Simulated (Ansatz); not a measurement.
## Electronic structure of C₂H₈O₂Si₃ (SMILES O=C[SiH2][SiH2][SiH2]C=O) in real space

Input

```
crystal:
  periodic: [false, false, false]
  atoms:
    - {symbol: C, position_ang: [-1.478415, 1.736243, 0.766190]}
    - {symbol: C, position_ang: [1.672898, 1.515129, -0.854614]}
    - {symbol: O, position_ang: [-0.502517, 2.266543, 1.252998]}
    - {symbol: O, position_ang: [0.657605, 1.217756, -1.447302]}
    - {symbol: Si, position_ang: [-1.517319, -0.162172, 0.360166]}
    - {symbol: Si, position_ang: [0.532556, -0.986722, 1.159713]}
    - {symbol: Si, position_ang: [2.170157, 0.663328, 0.818004]}
    - {symbol: H, position_ang: [-2.397027, 2.356548, 0.566564]}
    - {symbol: H, position_ang: [-1.787073, -0.386020, -1.086049]}
    - {symbol: H, position_ang: [-2.679645, -0.715650, 1.126804]}
    - {symbol: H, position_ang: [0.919761, -2.231037, 0.430470]}
    - {symbol: H, position_ang: [0.406488, -1.310118, 2.612142]}
    - {symbol: H, position_ang: [2.309409, 1.673338, 1.901935]}
    - {symbol: H, position_ang: [3.523969, 0.066747, 0.580625]}
    - {symbol: H, position_ang: [2.359905, 2.289392, -1.298491]}
basis:
  gaussian:
    orbitals: def2-SVPD
output: {forces: true, orbitals: {seedname: orbitals}}
hamiltonian:
  xc: {name: PBE0}
```

Command:

```sh
ansatz run input.yaml --threads 2 --pin off --max-ram 5220MiB --events-out events.jsonl --progress --plain --runs-dir runs
```

Geometry: B3LYP-D3(BJ)/def2-SVP.

These are results of Ansatz, isolated molecule in a Gaussian basis; Kohn-Sham density functional theory, functional PBE0, not measurements.

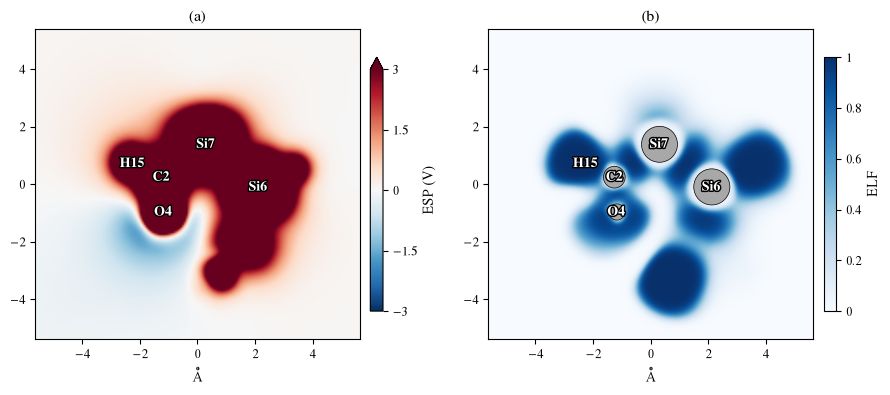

Figure 1. (a) electrostatic potential; (b) electron localisation function on the plane of atoms O4, C2 and Si7. Grey discs cover the atomic cores in the ELF map.

**What does the map show?**

- Atoms in the plane: C, O, Si and H.
- C–O (1.21 Å): the ELF peaks at about 0.85 between the atoms; a short, multiple covalent bond.
- C–Si (1.94 Å): the ELF peaks at about 1 between the atoms; a covalent bond.
- Si–Si (2.35 Å): the ELF peaks at about 1 between the atoms; a covalent bond.
- C–H (1.13 Å): the ELF climbs to about 1 towards the hydrogen, as it does in any bond to H: an ordinary covalent bond to hydrogen.
- The ELF also peaks beside O4, away from the bonds: lone-pair regions.
- Outside the dense part of the molecule the potential is most negative (−1.6 V) near O4.

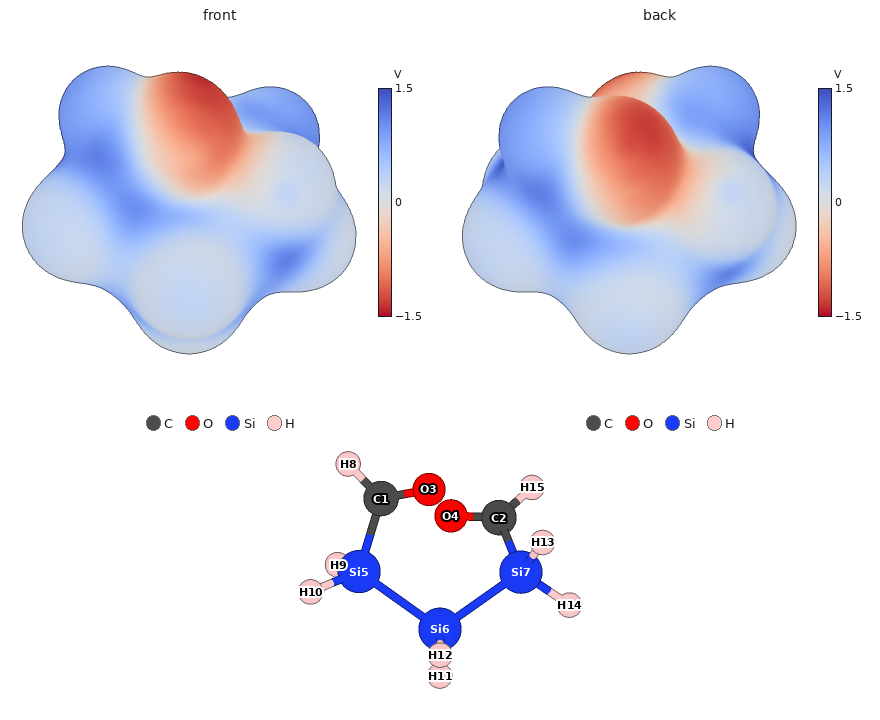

Figure 2. The molecular electrostatic potential painted on the density surface at 0.002 e/bohr³, seen from the front and from behind; red is negative and blue positive. The bare structure is drawn below in the same view.

**Which sites attract a positive test charge, and which a negative one?**

A positive charge is drawn to the negative regions and a negative charge to the positive ones. The most negative region (about −1.3 V) lies over O3 and O4, the most positive (about +1.3 V) over Si5 and Si7.

**What dipole moment does the calculation give?**

Its dipole moment is 0.49 D.

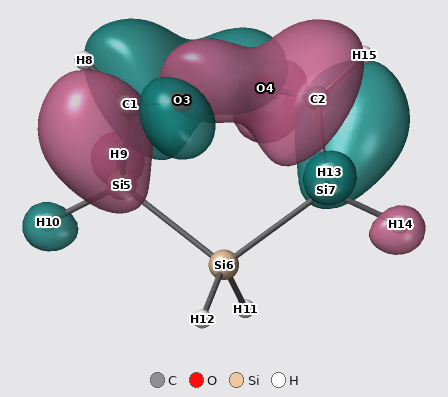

Figure 3. One frontier orbital at ±0.08 Å⁻³ᐟ² (teal and pink are the two phases), seen across its widest extent.

**Which orbital is it: HOMO or LUMO?**

The LUMO, at −2.01 eV. It lies mainly on C1 (about 20 %), C2 (about 20 %), O3 (about 15 %) and O4 (about 15 %).
